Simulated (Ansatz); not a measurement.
```sh
ansatz run in.yaml --threads 2 --pin off --events-out ev --progress --plain --max-ram 22528MiB --backend cpu
```

```yaml
crystal:
  periodic: [false, false, false]
  atoms:
    - {symbol: C, position_ang: [-0.786051, 0.458947, 1.106669]}
    - {symbol: O, position_ang: [0.148610, -0.362692, 0.426856]}
    - {symbol: B, position_ang: [0.472897, -0.195995, -0.850969]}
    - {symbol: S, position_ang: [1.660862, -1.256096, -1.686292]}
    - {symbol: H, position_ang: [-0.285071, 0.923997, 1.956910]}
    - {symbol: H, position_ang: [-1.600557, -0.169057, 1.470552]}
    - {symbol: H, position_ang: [-1.183814, 1.231740, 0.445506]}
    - {symbol: H, position_ang: [1.573124, -0.630844, -2.869234]}
basis:
  gaussian: {orbitals: def2-TZVPP}
magnetization: {spin_polarized: true, initial_magnetization: 1}
hamiltonian: {xc: r2scan, dispersion: d4}
output: {forces: true, orbitals: {seedname: orbitals}}
```

Work out the structure from the coordinates.

Formula CH₄BOS. Its SMILES string is `CO[B]S`. It has no ring. This geometry has Cs symmetry. It is an open-shell species. Coordination: 1 C tetrahedral; 1 O bent; 1 B bent; 1 S bent.

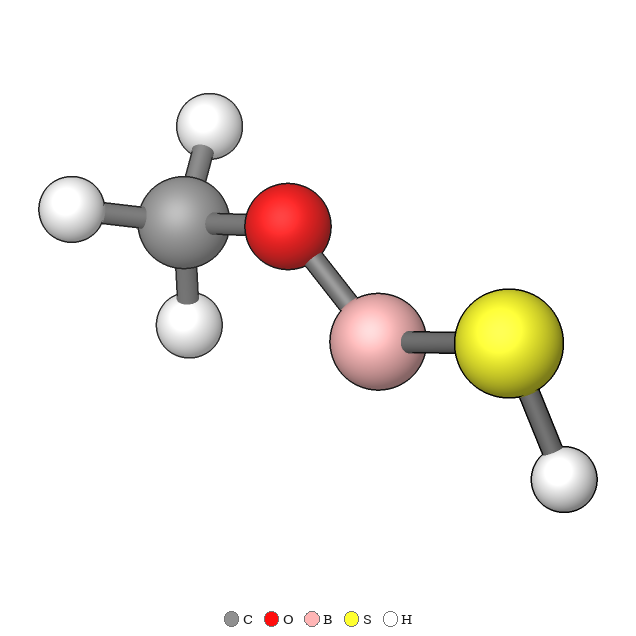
